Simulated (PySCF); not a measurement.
**MoO(OH)3 (H$_{3}$MoO$_{4}$, doublet): what the electrons do**

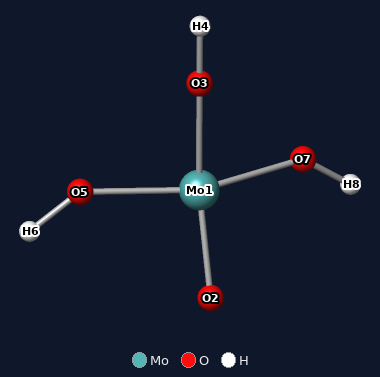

The molecule, with its atoms numbered as below. No frequency check shows the geometry to be a minimum.

Geometry (Å), atoms numbered from 1:

```
Mo1      0.0005   -0.0660    0.0174
O2      -0.0000   -1.6717    0.3442
O3      -0.0019    1.6843    0.2571
H4      -0.0056    2.6292    0.4045
O5      -1.7673    0.0622   -0.3148
H6      -2.5448   -0.4882   -0.4560
O7       1.7674    0.0646   -0.3145
H8       2.5457   -0.4849   -0.4554
```

Part 1: Bonding charge

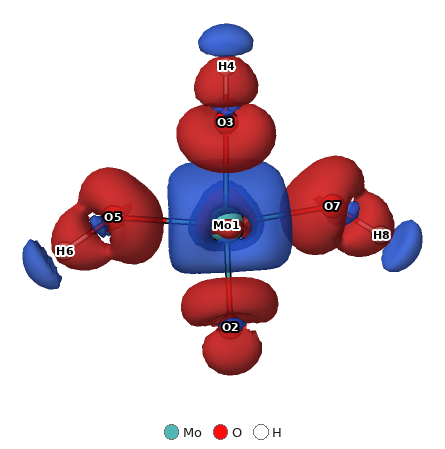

Deformation density (molecule less spherical, spin-averaged free atoms at the same positions), surfaces at ±0.09 e/Å³; red: gain, blue: loss.

Method: r2SCAN/def2-TZVP; geometry: GFN2-xTB; program: PySCF. Core potentials replace the inner electrons of Mo; spin–orbit coupling isn't included. This is a single-reference result, which may miss multireference character in this system. The stability of the open-shell solution wasn't checked. GFN2-xTB doesn't know the spin state, so this open-shell geometry is rough.

**How much density has each bond gained at its critical point, relative to the free atoms?**

Mo1–O2: +0.17 e/Å³ at the bond critical point (bond length 1.64 Å, Mayer order 1.9). Mo1–O7 and Mo1–O5: +0.03 e/Å³ at the bond critical point (bond length 1.80 Å, Mayer order 0.9); up to 0.6 Å beside the axis the gain reaches +0.30 e/Å³. Mo1–O3: −0.04 e/Å³ at the bond critical point (bond length 1.77 Å, Mayer order 0.8); up to 0.6 Å beside the axis the gain reaches +0.20 e/Å³. In all, 2.1 electrons gather in the regions of gain relative to the promolecule. A small or negative value marks a very polar bond, one between electron-rich atoms, whose free-atom densities already overlap strongly, a long bond to a heavier atom, or a closed-shell contact such as a hydrogen bond.

Part 2: Local ionisation energy

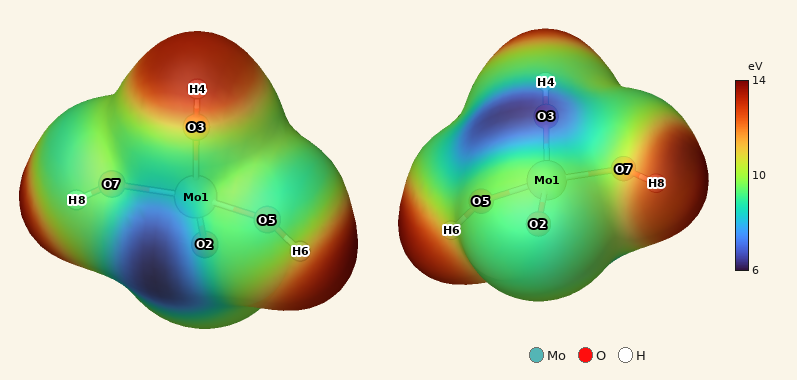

Average local ionisation energy on the surface of electron density 0.001 a.u. (back view left, front view right).

**Where are the most loosely bound electrons on this surface?**

The lowest value is 6.2 eV, 2.4 Å from Mo1. Further minima include 9.0 eV, 1.8 Å from O5, and at like points elsewhere; 9.1 eV, 1.8 Å from O2. For comparison, the highest occupied orbital lies at −5.3 eV.

Part 3: Spin density

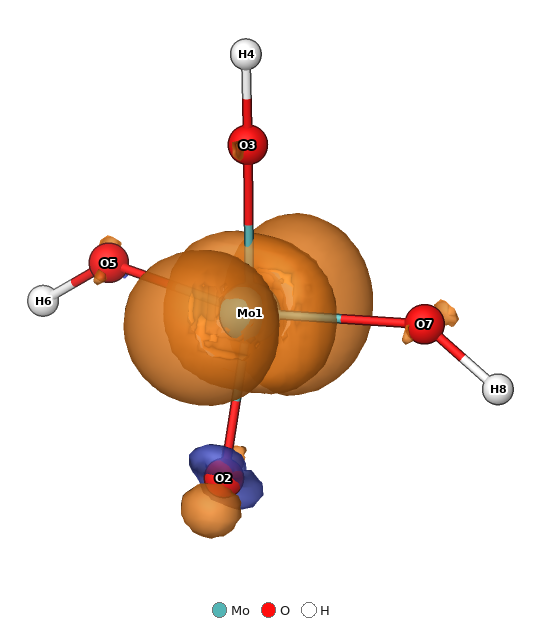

Spin density ρα − ρβ at ±0.05 e/Å³ (orange: excess α, blue: excess β).

**Where is the unpaired spin?**

Hirshfeld spin populations: Mo1 +0.89. ⟨S²⟩ = 0.75, as for a pure state.

Part 4: Removing or adding an electron

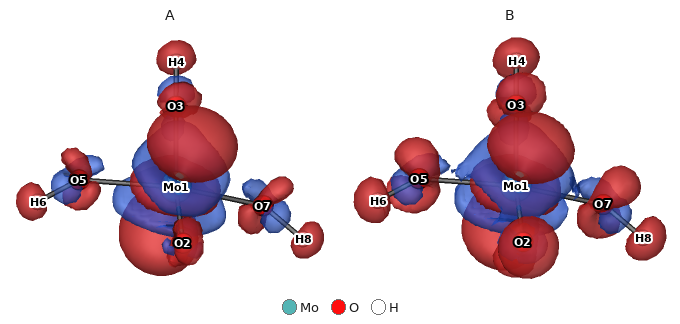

The two Fukui functions at ±0.03 e/Å³ (red positive, blue negative).

PySCF calculation, ωB97X/def2-TZVP, gas phase; geometry: GFN2-xTB. Core potentials replace the inner electrons of Mo; spin–orbit coupling isn't included. This is a single-reference result, which may miss multireference character in this system. GFN2-xTB doesn't know the spin state, so this open-shell geometry is rough.

**Which panel is f⁻ (electron removed) and which f⁺ (electron added)?**

A is f⁺, B is f⁻. f⁻ (Hirshfeld-condensed) is largest on Mo1 (0.40); the vertical ionisation energy is 8.53 eV (to the singlet cation, which needn't be its lowest state). f⁺ (Hirshfeld-condensed) is largest on Mo1 (0.51); the vertical electron affinity is 0.98 eV (to the singlet anion, which needn't be its lowest state; rough: the basis has no diffuse functions).

The PySCF runs shown took 2.3 min and 2 min on 1 thread of Arm Neoverse V1, with other jobs on the host.
